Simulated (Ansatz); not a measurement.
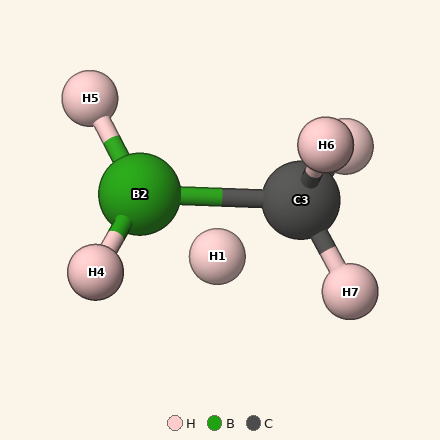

The system is the reacting system CH6B, spin multiplicity 2; the picture shows the reference structure. 
- Coordinates scanned: (1) distance H1–C3 (bond that forms); (2) distance H1–B2 (bond that breaks).
- Relaxed at each point: all other coordinates.
- Grid: 13 × 13 points.
- Points are written as (first, second).
- All energies are given in eV relative to the lowest grid point.
- Energies and slopes of some neighbouring points disagree (a jump in structure or state, or too coarse a mesh).
- Computed with Ansatz 0.2.0, UKS PBE0-D4/def2-SVP.

Its coordinates:

```json
{"atom": "H", "x (Å)": "0.2645", "y (Å)": "0.2239", "z (Å)": "-1.0630"}
{"atom": "B", "x (Å)": "0.9506", "y (Å)": "0.1065", "z (Å)": "0.2832"}
{"atom": "C", "x (Å)": "-0.7000", "y (Å)": "-0.0954", "z (Å)": "-0.1090"}
{"atom": "H", "x (Å)": "1.2487", "y (Å)": "1.1899", "z (Å)": "0.7136"}
{"atom": "H", "x (Å)": "1.5901", "y (Å)": "-0.9102", "z (Å)": "0.3569"}
{"atom": "H", "x (Å)": "-1.0571", "y (Å)": "-0.3279", "z (Å)": "0.9294"}
{"atom": "H", "x (Å)": "-1.2914", "y (Å)": "0.7834", "z (Å)": "-0.4080"}
{"atom": "H", "x (Å)": "-1.0055", "y (Å)": "-0.9700", "z (Å)": "-0.7031"}
```

Range: distance H1–C3 (bond that forms) from 0.963 to 2.163 Å; distance H1–B2 (bond that breaks) from 1.035 to 2.235 Å.

Predict the map.

Answer. The lowest grid point is at (1.091 Å, 1.990 Å). Other grid points that lie below all their neighbours: (1.801 Å, 1.247 Å) (0.0030 eV higher). The highest grid point, (0.963 Å, 1.035 Å), lies 2.43 eV above the lowest.

```
second ↓, first →  0.963  1.017  1.091  1.175  1.267  1.365  1.468  1.575  1.686  1.801  1.918  2.039  2.163
            2.235   0.55   0.24   0.06   0.08   0.28   0.58   0.94   1.23   1.11   0.95   0.82   0.71   0.63
            2.111   0.48   0.18   0.01   0.05   0.26   0.59   0.96   1.22   1.04   0.88   0.76   0.66   0.59
            1.990   0.45   0.16   0.00   0.05   0.28   0.61   1.00   1.11   0.94   0.80   0.68   0.60   0.53
            1.873   0.92   0.61   0.44   0.46   0.66   1.32   1.14   0.96   0.81   0.69   0.59   0.51   0.46
            1.758   0.93   0.62   0.42   0.43   0.60   1.08   0.93   0.78   0.65   0.55   0.47   0.42   0.38
            1.647   0.96   0.63   0.41   0.39   0.53   0.83   0.70   0.58   0.48   0.40   0.34   0.31   0.29
            1.540   1.00   0.65   0.42   0.36   0.45   0.57   0.47   0.37   0.29   0.24   0.21   0.20   0.21
            1.437   1.07   0.71   0.44   0.34   0.37   0.36   0.27   0.19   0.13   0.10   0.10   0.12   0.16
            1.339   1.19   0.80   0.50   0.35   0.29   0.21   0.13   0.07   0.02   0.01   0.02   0.07   0.15
            1.247   1.37   0.96   0.62   0.41   0.28   0.18   0.09   0.04   0.01   0.00   0.03   0.09   0.16
            1.163   1.65   1.22   0.84   0.58   0.41   0.28   0.20   0.14   0.12   0.12   0.15   0.20   0.25
            1.089   2.03   1.58   1.17   0.88   0.68   0.55   0.45   0.40   0.37   0.38   0.40   0.44   0.47
            1.035   2.43   1.97   1.54   1.23   1.02   0.87   0.78   0.72   0.70   0.70   0.72   0.74   0.76
```

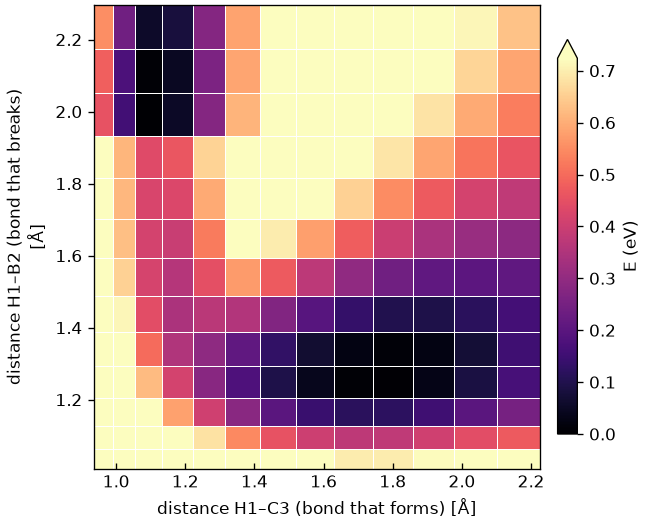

The picture shows one coloured cell a grid point, one colour for all values above the top of the scale.

Time for the 169 points that were run: 27 min on 1 thread of Arm Neoverse V2, on a shared host.
